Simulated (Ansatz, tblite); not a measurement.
# The cluster Sn₂H₃: one state, many levels

How do method and basis change the picture of the cluster Sn₂H₃ (doublet)?

Program: Ansatz 0.2.0, Gaussian basis. Level of theory: as each input shows. These are calculated values, not measurements.

The runs, in order: GFN1-xTB, GFN2-xTB, PBE-D4/def2-TZVP, r2SCAN-D4/def2-TZVP, r2SCANh-D4/def2-TZVP, B97M-V/def2-TZVP, r2SCAN0-D4/def2-TZVP, LDA/def2-TZVP, B3LYP-D4/def2-TZVP, PBE-D4/def2-SVP, PBE0-D4/def2-SVP, PBE0-D4/def2-TZVPD, PBE-D4/def2-TZVPD, r2SCAN-D4/def2-TZVPD, CCSD(T)/def2-TZVPP, MP2/def2-TZVP, RPA/def2-TZVP, CCSD(T)/def2-TZVPD.

2 further runs of the same task are left out: 2 set aside as unsound or not needed. Runs told in other sessions of the task aren't counted.

## Step 1: The geometry

The geometry is that of the doublet, from an earlier relaxation (PBE0-D4/def2-TZVP). At that level it is the lowest of the isomers that a small search found.

5 atoms, charge 0, spin multiplicity 2.

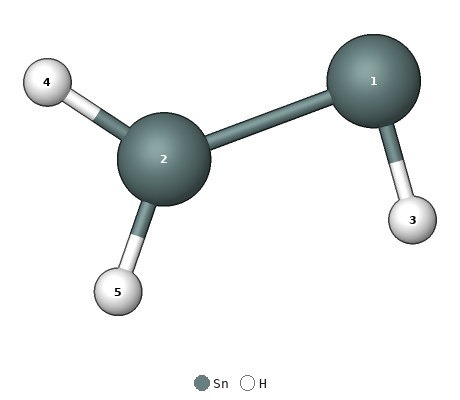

The geometry (tin teal, hydrogen white); atoms are numbered from 1 in the order of the file.

Sn takes a core potential in the def2 sets. No spin-orbit coupling is included.

PBE0-D4/def2-TZVP was run before; its log isn't repeated, and its numbers join the tables.

## Step 2: GFN1-xTB

Tight binding, by tblite at 300 K electronic temperature and without a spin-polarisation term:

```python
tblite.interface.Calculator('GFN1-xTB', numbers, positions, charge=0, uhf=1).singlepoint()
```

Energy -178.5858 eV; 0.002 s.

## Step 3: GFN2-xTB

Tight binding, by tblite at 300 K electronic temperature and without a spin-polarisation term:

```python
tblite.interface.Calculator('GFN2-xTB', numbers, positions, charge=0, uhf=1).singlepoint()
```

Energy -155.7668 eV; 0.002 s.

## Step 4: PBE-D4/def2-TZVP

start.molden holds the orbitals of an earlier run on this state, given as this run's starting guess.

in.yaml

```yaml
crystal:
  periodic: [false, false, false]
  atoms:
    - {symbol: Sn, position_ang: [-0.372668, 0.154791, -2.100596]}
    - {symbol: Sn, position_ang: [0.227399, 0.380249, 0.588908]}
    - {symbol: H, position_ang: [-0.789842, -1.526247, -1.720528]}
    - {symbol: H, position_ang: [0.800304, 1.794435, 1.395066]}
    - {symbol: H, position_ang: [0.134796, -0.803228, 1.837149]}
basis:
  gaussian: {orbitals: def2-TZVP, initial_orbitals: start.molden}
magnetization: {spin_polarized: true, initial_magnetization: 1}
hamiltonian: {xc: pbe, dispersion: d4}
scf: {omitted_lower_state_checks: [starts]}
output: {orbitals: {seedname: orbitals}}
```

Started as:

```bash
$ ansatz run in.yaml --threads 4 --pin off --events-out ev --progress --plain --max-ram 3916MiB
```

The runs that follow: r2SCAN-D4/def2-TZVP; r2SCANh-D4/def2-TZVP; B97M-V/def2-TZVP; r2SCAN0-D4/def2-TZVP; LDA/def2-TZVP; B3LYP-D4/def2-TZVP; PBE-D4/def2-SVP; PBE0-D4/def2-SVP; PBE0-D4/def2-TZVPD; PBE-D4/def2-TZVPD; r2SCAN-D4/def2-TZVPD; CCSD(T)/def2-TZVPP; MP2/def2-TZVP; RPA/def2-TZVP; CCSD(T)/def2-TZVPD.

**Question.** What will the summary of the whole plan be? Wanted: gap in def2-TZVP, named functionals, smallest and largest; correlation energy, CCSD(T)/def2-TZVPP; correlation energy, MP2/def2-TZVP; correlation energy, CCSD(T)/def2-TZVPD; binding an atom, CCSD(T)/def2-TZVPP; ⟨S²⟩ in def2-TZVP, named functionals, smallest and largest; PBE0 total energy, smallest basis above largest.

As calculated:

| quantity | value |
| --- | --- |
| gap in def2-TZVP, named functionals, smallest and largest | 0.56 eV (LDA), 2.69 eV (r2SCAN0-D4) |
| correlation energy, CCSD(T)/def2-TZVPP | -17.81 eV |
| correlation energy, MP2/def2-TZVP | -16.80 eV |
| correlation energy, CCSD(T)/def2-TZVPD | -17.63 eV |
| binding an atom, CCSD(T)/def2-TZVPP | 1.940 eV |
| ⟨S²⟩ in def2-TZVP, named functionals, smallest and largest | 0.751, 0.757 |
| PBE0 total energy, smallest basis above largest | 0.42 eV (def2-SVP, def2-TZVPD) |

What this shows: Orbital gaps of the named functionals in def2-TZVP span 0.56 eV (LDA) to 2.69 eV (r2SCAN0-D4); exact exchange widens it. The functionals in def2-TZVP miss CCSD(T)/def2-TZVPP by +0.009 (PBE0-D4) to +0.365 eV (LDA) an atom. The reference is CCSD(T) in one finite basis, so it carries an error of its own, often a tenth of an eV or more, and near misses can't be ranked. Over the named functionals in def2-TZVP spin contamination reaches 0.01 (r2SCAN0-D4), which is small.
